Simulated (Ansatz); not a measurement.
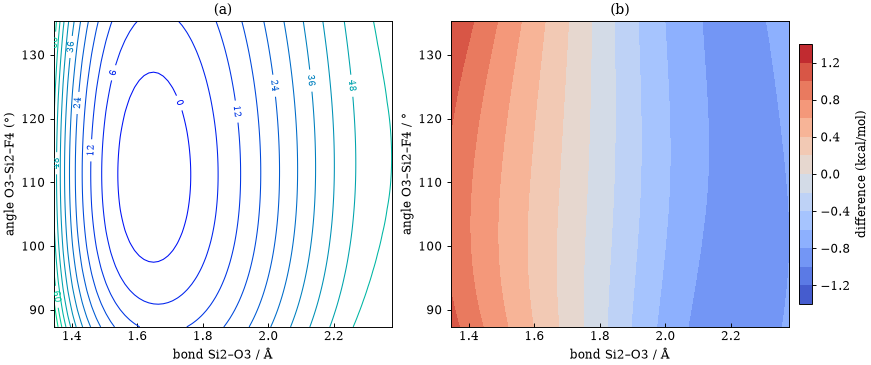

FH₂O₂Si, SMILES O[Si](O)F, spin multiplicity 2. Two internal coordinates are moved rigidly from the geometry relaxed at PBE0-D4/def2-TZVP, all others fixed. First axis: bond Si2–O3. Second axis: angle O3–Si2–F4. Grid: 5 × 5 points. Energies are in kcal/mol, from each map's own lowest point. The calculation used UKS PBE0-D4/def2-TZVPP (Ansatz 0.2.0).

Panel (a): Ansatz 0.2.0, UKS PBE0-D4/def2-TZVPP. Panel (b): the map at UKS r2SCAN-D4/def2-TZVPP in Ansatz 0.2.0 less the map of (a), each from its own lowest point.

Q: How does the change of method alter the landscape?

A: The difference runs from −0.8 kcal/mol at bond Si2–O3 = 2.377 Å, angle O3–Si2–F4 = 99.3° to 1.2 kcal/mol at bond Si2–O3 = 1.344 Å, angle O3–Si2–F4 = 135.3°. The interpolated minimum moves from 1.6362 to 1.6388 Å in bond Si2–O3 and 111.11 to 111.03° in angle O3–Si2–F4.
